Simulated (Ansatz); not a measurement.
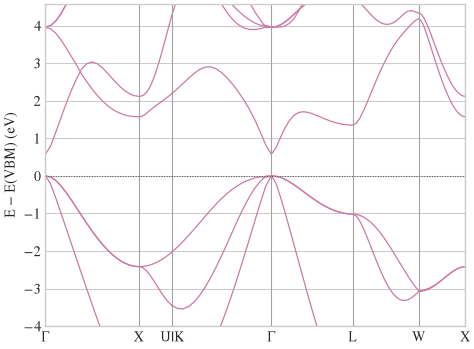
Fig. 1. Band structure from the program Ansatz at the LDA level (PAW)

Question: Read off the gap and where the band edges lie.

Answer: About 0.6 eV (0.58 eV by a search for the band edges); maximum at Γ, minimum at Γ.

Question: Which of these materials gives this?
A) BP, zinc blende
B) InP, zinc blende
C) BAs, zinc blende

Answer: B, InP, zinc blende

Space group F-43m (zinc blende). The LDA relaxation kept the symmetry of its start; of distortions, only those at the zone centre were tested. Spin–orbit coupling is left out wherever it is not named.

Potentials: the later of the program's two PAW sets.
